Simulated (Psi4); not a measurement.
# One shape, several levels: triplet Si2NH6Cl

Aim: a comparison of 5 runs (U-r2SCAN/6-31G*, UBLYP/6-31G*, UM06-L/6-31G*, UPBE/6-31G*, UTPSS/6-31G*) of triplet Si2NH6Cl. 

The results are computed with Psi4 1.11.

## Step 1: Starting point

Si2NH6Cl has 10 atoms, charge 0, and is taken as a triplet. As SMILES of the parent species, `N[SiH]([SiH3])Cl`. The shape is that of a PBE0-D4/def2-TZVP optimisation. This is one conformer, not always the lowest. That shape belongs to the parent species and isn't relaxed for this state.

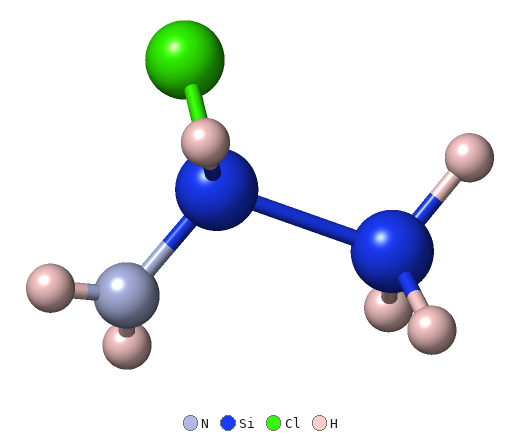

Viewed from a chosen angle; nitrogen light blue, silicon blue, chlorine green, hydrogen pink.

## Step 2: Energy and forces at U-r2SCAN/6-31G(d) (spherical functions) (run 1)

Contents of job.dat:

```
memory 2.2 GB

molecule {
  0 3
  N     -0.500400     1.640400    -0.476600
  Si    -0.088700     0.024400    -0.834700
  Si     0.678000    -1.030800     1.103600
  Cl    -1.669600    -1.135800    -1.538400
  H     -1.066800     1.857300     0.327900
  H     -0.657600     2.302300    -1.220500
  H      0.889100     0.060000    -1.948200
  H      0.872200    -2.482600     0.855100
  H     -0.336100    -0.853800     2.179500
  H      1.962900    -0.432600     1.555400
  symmetry c1
  no_reorient
  no_com
}

set basis 6-31G*
set reference uks
set puream true
set e_convergence 1e-09
set d_convergence 1e-08
set scf_type pk
set dft_radial_points 99
set dft_spherical_points 590
set maxiter 100

result, w = gradient('r2scan', return_wfn=True)
oeprop(w, 'WIBERG_LOWDIN_INDICES', 'DIPOLE', 'LOWDIN_CHARGES')
print_variables()
```

The run is started by

```bash
$ psi4 job.dat job.out -n 1
```

job.out:

```text
[...]
  Running in c1 symmetry.
[...]
  Nuclear repulsion =  274.285791659090762
[...]
  Multiplicity = 3
[...]
  Nalpha       = 30
  Nbeta        = 28
[...]
    Number of basis functions: 80
[...]
   @UKS iter   1: -1096.81393779025643    2.22246e-01   1.05191e-02 DIIS/ADIIS
[...]
   @UKS iter  21: -1097.21707502199502   -5.68434e-12   7.00725e-09 DIIS
[...]
   @S^2 Observed:                2.006003061E+00
[...]
    Orbital Energies [Eh]
    ---------------------
    Alpha Occupied:
       1A   -101.199050     2A    -65.879119     3A    -65.836266
       4A    -14.211218     5A     -9.375669     6A     -7.120088
       7A     -7.113617     8A     -7.111633     9A     -5.253715
      10A     -5.217776    11A     -3.597815    12A     -3.596239
      13A     -3.593092    14A     -3.562950    15A     -3.558027
      16A     -3.556967    17A     -0.874716    18A     -0.800858
      19A     -0.559096    20A     -0.512100    21A     -0.494910
      22A     -0.419752    23A     -0.378004    24A     -0.347727
      25A     -0.333182    26A     -0.330982    27A     -0.314888
      28A     -0.296272    29A     -0.291056    30A     -0.049564
    Alpha Virtual:
[...]
  @UKS Final Energy: -1097.21707502199502
   => Energetics <=
    Nuclear Repulsion Energy =            274.2857916590907621
    One-Electron Energy =               -2061.5934173714913413
    Two-Electron Energy =                 769.2278428933553869
    DFT Exchange-Correlation Energy =     -79.1372922029499790
    Empirical Dispersion Energy =           0.0000000000000000
    VV10 Nonlocal Energy =                  0.0000000000000000
    Total Energy =                      -1097.2170750219950150
  UHF NO Occupations:
  HONO-2 :   28  A 1.9984929
  HONO-1 :   29  A 1.0000000
[...]
  -Total Gradient:
     Atom            X                  Y                   Z
    ------   -----------------  -----------------  -----------------
       1        0.006580203128    -0.013131754139    -0.005972118458
       2       -0.014370191082     0.027059244757     0.001532143986
       3       -0.005156169590    -0.003615122974     0.007149673481
       4        0.001621362731     0.008425533066    -0.001904785471
       5        0.008360569111     0.002014105550    -0.009960806732
       6       -0.011549879030    -0.021652092876     0.015649768318
       7        0.004067808823    -0.007724655286     0.007972007951
       8        0.005690414074     0.008264301508    -0.002306231001
       9        0.003863358387     0.006603352834    -0.013657894610
      10        0.000672596741    -0.006511532609     0.001396146663
[...]
 Multipole Moments:
 ------------------------------------------------------------------------------------
     Multipole            Electronic (a.u.)      Nuclear  (a.u.)        Total (a.u.)
 ------------------------------------------------------------------------------------
 L = 1.  Multiply by 2.5417464519 to convert [e a0] to [Debye]
 Dipole X            :         41.3622227          -41.5212514           -0.1590287
 Dipole Y            :         41.5449110          -40.5625933            0.9823176
 Dipole Z            :         45.4552397          -45.3065618            0.1486779
 Magnitude           :                                                    1.0061527
[...]
```

Wall time 69 s (1 thread of Intel Xeon 6975P-C (Granite Rapids), shared host); peak memory 1.5 GiB.

## Step 3: Energy and gradient at UBLYP/6-31G(d) (spherical functions) (run 2)

Contents of calc.py:

```python
import psi4

psi4.set_memory(2200000000)
psi4.set_num_threads(1)
psi4.core.set_output_file('output.dat', False)

m = psi4.geometry("""
0 3
N     -0.94561895     3.09990673    -0.90064347
Si    -0.16761871     0.04610932    -1.57735440
Si     1.28123431    -1.94792969     2.08550175
Cl    -3.15508674    -2.14635093    -2.90715467
H     -2.01595983     3.50978833     0.61964120
H     -1.24268390     4.35071646    -2.30641074
H      1.68015550     0.11338357    -3.68156444
H      1.64821913    -4.69143408     1.61590481
H     -0.63513695    -1.61344817     4.11865809
H      3.70934341    -0.81749552     2.93928001
units bohr
symmetry c1
""")

options = {'reference': 'uks', 'puream': True, 'e_convergence': 1e-09, 'd_convergence': 1e-08, 'scf_type': 'pk', 'dft_radial_points': 99, 'dft_spherical_points': 590, 'maxiter': 100}
psi4.set_options(options)

result, w = psi4.gradient("blyp/6-31G*", molecule=m, return_wfn=True)
psi4.oeprop(w, "MULLIKEN_CHARGES", "WIBERG_LOWDIN_INDICES", "MAYER_INDICES")
print('gradient / Eh bohr^-1')
print(result.np.round(6))
print(f'energy = {w.energy():.10f} Eh')
for k, v in sorted(psi4.core.scalar_variables().items()):
    print(f'{k:45s} {v:18.10f}')
```

The run is started by

```bash
$ python calc.py
```

output.dat, shortened:

```text
[...]
  Running in c1 symmetry.
[...]
  Nuclear repulsion =  274.285791812943842
[...]
  Multiplicity = 3
[...]
  Nalpha       = 30
  Nbeta        = 28
[...]
    Number of basis functions: 80
[...]
   @UKS iter   1: -1096.76343625181357    3.53757e-01   1.20002e-02 ADIIS/DIIS
[...]
   @UKS iter  21: -1097.28772846558968   -3.66072e-11   9.81229e-09 DIIS
[...]
   @S^2 Observed:                2.002701919E+00
[...]
  @UKS Final Energy: -1097.28772846558968
   => Energetics <=
    Nuclear Repulsion Energy =            274.2857918129438417
    One-Electron Energy =               -2061.5141414535373769
    Two-Electron Energy =                 769.1336291966507588
    DFT Exchange-Correlation Energy =     -79.1930080216468468
    Empirical Dispersion Energy =           0.0000000000000000
    VV10 Nonlocal Energy =                  0.0000000000000000
    Total Energy =                      -1097.2877284655896801
  UHF NO Occupations:
  HONO-2 :   28  A 1.9991967
  HONO-1 :   29  A 1.0000000
[...]
 Multipole Moments:
[...]
  -Total Gradient:
     Atom            X                  Y                   Z
    ------   -----------------  -----------------  -----------------
       1        0.005245201889    -0.014941919032    -0.008557248246
       2       -0.023959655760     0.031393446660     0.007003138482
       3       -0.004269316899    -0.005437293243     0.002004968429
       4        0.011282804872     0.013112105622     0.001507405876
       5        0.013221532416    -0.000817877539    -0.019932578511
       6       -0.009737572896    -0.028480450714     0.024133161162
       7        0.001310397731    -0.006136384475     0.007498408701
       8        0.004435517510     0.010726069862    -0.001348762787
       9        0.004204210450     0.006870514619    -0.013117179622
      10       -0.001728028960    -0.006286137776     0.000803562783
[...]
  Mulliken Charges: (a.u.)
[...]
```

On the terminal:

```text
gradient / Eh bohr^-1
[[ 0.005245 -0.014942 -0.008557]
 [-0.02396   0.031393  0.007003]
 [-0.004269 -0.005437  0.002005]
 [ 0.011283  0.013112  0.001507]
 [ 0.013222 -0.000818 -0.019933]
 [-0.009738 -0.02848   0.024133]
 [ 0.00131  -0.006136  0.007498]
 [ 0.004436  0.010726 -0.001349]
 [ 0.004204  0.006871 -0.013117]
 [-0.001728 -0.006286  0.000804]]
energy = -1097.2877284656 Eh
CURRENT ENERGY                                  -1097.2877284656
CURRENT REFERENCE ENERGY                        -1097.2877284656
DD SOLVATION ENERGY                                 0.0000000000
DFT FUNCTIONAL TOTAL ENERGY                     -1097.2877284656
DFT TOTAL ENERGY                                -1097.2877284656
DFT VV10 ENERGY                                     0.0000000000
DFT XC ENERGY                                     -79.1930080216
GRID ELECTRONS ALPHA                               29.9999964394
GRID ELECTRONS BETA                                27.9999991611
GRID ELECTRONS TOTAL                               57.9999956005
NUCLEAR REPULSION ENERGY                          274.2857918129
ONE-ELECTRON ENERGY                             -2061.5141414535
PCM POLARIZATION ENERGY                             0.0000000000
PE ENERGY                                           0.0000000000
SCF ITERATION ENERGY                            -1097.2877284656
SCF ITERATIONS                                     21.0000000000
SCF TOTAL ENERGY                                -1097.2877284656
TWO-ELECTRON ENERGY                               769.1336291967
XC GRID RADIAL POINTS                              99.0000000000
XC GRID SPHERICAL POINTS                          590.0000000000
XC GRID TOTAL POINTS                           550902.0000000000
```

Run time: 30 s. Hardware: 1 thread of Intel Xeon 6975P-C (Granite Rapids), shared host; peak memory 1.3 GiB.

## Step 4: A single-point energy at UM06-L/6-31G(d) (spherical functions) (run 3)

Contents of job.py:

```python
import psi4

psi4.set_memory('2200 MB')
psi4.set_num_threads(1)
psi4.core.set_output_file('run.log', False)

mol = psi4.geometry("""
0 3
N
Si 1 1.705634
Si 2 2.336297 1 109.44772
Cl 2 2.083387 1 114.54272 3 119.01357
H 1 1.007509 2 120.48504 4 71.57863
H 1 1.008073 5 111.11423 2 148.78875
H 2 1.48231 1 107.10852 5 -172.32826
H 3 1.485661 2 110.2115 7 -67.03576
H 3 1.489056 8 109.02836 2 119.35608
H 3 1.487594 8 109.32074 9 118.73318
units angstrom
symmetry c1
""")

psi4.set_options({
    'reference': 'uks',
    'puream': True,
    'e_convergence': 1e-09,
    'd_convergence': 1e-08,
    'scf_type': 'pk',
    'dft_radial_points': 99,
    'dft_spherical_points': 590,
    'maxiter': 100,
})

energy_value, wavefunction = psi4.energy('m06-l/6-31G*', return_wfn=True)
print(f'm06-l/6-31G* energy: {energy_value:.10f} Eh')
```

The run is started by

```bash
$ python job.py
```

run.log:

```text
[...]
  Running in c1 symmetry.
[...]
  Nuclear repulsion =  274.285807318419700
[...]
  Multiplicity = 3
[...]
  Nalpha       = 30
  Nbeta        = 28
[...]
    Number of basis functions: 80
[...]
   @UKS iter   1: -1096.92838704925862    1.61569e-01   1.03561e-02 DIIS/ADIIS
[...]
   @UKS iter  20: -1097.31416644650858   -8.18545e-12   7.13453e-09 DIIS
[...]
   @S^2 Observed:                2.004409480E+00
[...]
    Orbital Energies [Eh]
    ---------------------
    Alpha Occupied:
       1A   -101.181297     2A    -65.876716     3A    -65.833754
       4A    -14.219471     5A     -9.414318     6A     -7.122493
       7A     -7.115808     8A     -7.113863     9A     -5.291371
      10A     -5.255365    11A     -3.603448    12A     -3.601440
      13A     -3.597832    14A     -3.568509    15A     -3.563174
      16A     -3.561776    17A     -0.879373    18A     -0.806300
      19A     -0.557366    20A     -0.509267    21A     -0.493880
      22A     -0.417512    23A     -0.376173    24A     -0.345964
      25A     -0.333921    26A     -0.331999    27A     -0.313720
      28A     -0.292656    29A     -0.289039    30A     -0.040822
    Alpha Virtual:
[...]
  @UKS Final Energy: -1097.31416644650858
   => Energetics <=
    Nuclear Repulsion Energy =            274.2858073184196996
    One-Electron Energy =               -2061.8495013700862728
    Two-Electron Energy =                 769.5252132385617188
    DFT Exchange-Correlation Energy =     -79.2756856334038531
    Empirical Dispersion Energy =           0.0000000000000000
    VV10 Nonlocal Energy =                  0.0000000000000000
    Total Energy =                      -1097.3141664465085796
  UHF NO Occupations:
  HONO-2 :   28  A 1.9989337
  HONO-1 :   29  A 1.0000000
[...]
 Multipole Moments:
 ------------------------------------------------------------------------------------
     Multipole            Electronic (a.u.)      Nuclear  (a.u.)        Total (a.u.)
 ------------------------------------------------------------------------------------
 L = 1.  Multiply by 2.5417464519 to convert [e a0] to [Debye]
 Dipole X            :          4.5092651           -4.6160973           -0.1068322
 Dipole Y            :          5.8935634           -5.8691864            0.0243771
 Dipole Z            :          2.0164254           -3.0273021           -1.0108767
 Magnitude           :                                                    1.0167984
[...]
```

On the terminal:

```text
m06-l/6-31G* energy: -1097.3141664465 Eh
```

Run time: 50 s. Hardware: 1 thread of Intel Xeon 6975P-C (Granite Rapids), shared host; peak memory 1.5 GiB.

Run 4 isn't shown in full; the table further down has it.

## Step 5: Energy and gradient at UTPSS/6-31G(d) (spherical functions) (run 5)

Contents of job.inp:

```
memory 2200 mb

molecule {
  0 3
  N     -0.500400     1.640400    -0.476600
  Si    -0.088700     0.024400    -0.834700
  Si     0.678000    -1.030800     1.103600
  Cl    -1.669600    -1.135800    -1.538400
  H     -1.066800     1.857300     0.327900
  H     -0.657600     2.302300    -1.220500
  H      0.889100     0.060000    -1.948200
  H      0.872200    -2.482600     0.855100
  H     -0.336100    -0.853800     2.179500
  H      1.962900    -0.432600     1.555400
  units angstrom
  symmetry c1
}

set {
  basis                6-31G*
  reference            uks
  puream               true
  e_convergence        1e-09
  d_convergence        1e-08
  scf_type             pk
  dft_radial_points    99
  dft_spherical_points 590
  maxiter              100
}

e_tot = gradient('tpss')
```

The run is started by

```bash
$ psi4 -n 1 job.inp job.out
```

job.out, shortened:

```text
[...]
  Running in c1 symmetry.
[...]
  Nuclear repulsion =  274.285791659090762
[...]
  Multiplicity = 3
[...]
  Nalpha       = 30
  Nbeta        = 28
[...]
    Number of basis functions: 80
[...]
   @UKS iter   1: -1096.97431454423077    2.54212e-01   1.10473e-02 ADIIS/DIIS
[...]
   @UKS iter  21: -1097.41696532518176   -8.41283e-12   5.42108e-09 DIIS
[...]
   @S^2 Observed:                2.003986525E+00
[...]
  @UKS Final Energy: -1097.41696532518176
   => Energetics <=
    Nuclear Repulsion Energy =            274.2857916590907621
    One-Electron Energy =               -2061.6265295165312637
    Two-Electron Energy =                 769.2630119253078647
    DFT Exchange-Correlation Energy =     -79.3392393930491977
    Empirical Dispersion Energy =           0.0000000000000000
    VV10 Nonlocal Energy =                  0.0000000000000000
    Total Energy =                      -1097.4169653251817635
  UHF NO Occupations:
  HONO-2 :   28  A 1.9988775
  HONO-1 :   29  A 1.0000000
[...]
 Multipole Moments:
[...]
  -Total Gradient:
     Atom            X                  Y                   Z
    ------   -----------------  -----------------  -----------------
       1        0.008057070048    -0.016448223324    -0.005616252963
       2       -0.023291045042     0.035954122500     0.003694324745
       3       -0.003737137083    -0.004976121003     0.003987106148
       4        0.006054187553     0.009541866490    -0.000529049411
       5        0.010527403391     0.000529581931    -0.015334448318
       6       -0.011185548654    -0.025859204666     0.019443443056
       7        0.004838758607    -0.008100132765     0.006493889989
       8        0.005182127796     0.007197530577    -0.002469705876
       9        0.002064719918     0.007410128926    -0.011682876723
      10        0.001500961631    -0.005251170166     0.002007121307
[...]
```

It took 80 s on 1 thread of Intel Xeon 6975P-C (Granite Rapids), shared host; peak memory 1.5 GiB.

## Step 6: All runs side by side

| run | level | properties | task | energy (Eh) | dipole moment (D) | HOMO energy (eV) | ⟨S²⟩ | wall time |
| --- | --- | --- | --- | --- | --- | --- | --- | --- |
| 1 | U-r2SCAN/6-31G* (spherical functions) | (wiberg, dipole, lowdin) | gradient | -1097.217075 | 2.56 | -1.35 | 2.006 | 69 s |
| 2 | UBLYP/6-31G* (spherical functions) | (mulliken, wiberg, mayer) | gradient | -1097.287728 | 2.11 | -0.99 | 2.003 | 30 s |
| 3 | UM06-L/6-31G* (spherical functions) | – | energy | -1097.314166 | 2.58 | -1.11 | 2.004 | 50 s |
| 4 | UPBE/6-31G* (spherical functions) | – | gradient | -1096.772530 | 2.25 | -1.23 | 2.003 | 33 s |
| 5 | UTPSS/6-31G* (spherical functions) | – | gradient | -1097.416965 | 2.59 | -1.23 | 2.004 | 80 s |

## Step 7: Outcome

```
                                 quantity           value
                      run 5: total energy  -1097.41697 Eh
                     run 5: dipole moment          2.59 D
run 5: HOMO energy (highest over α and β)        -1.23 eV
                              run 5: ⟨S²⟩           2.004
          run 5: largest force on an atom      2.211 eV/Å
```

The dipole moment (its size) runs from 2.11 D (UBLYP/6-31G*) to 2.59 D (UTPSS/6-31G*). Totals of different functionals can't be ranked against each other. All runs together took 4.4 min, the longest 80 s.
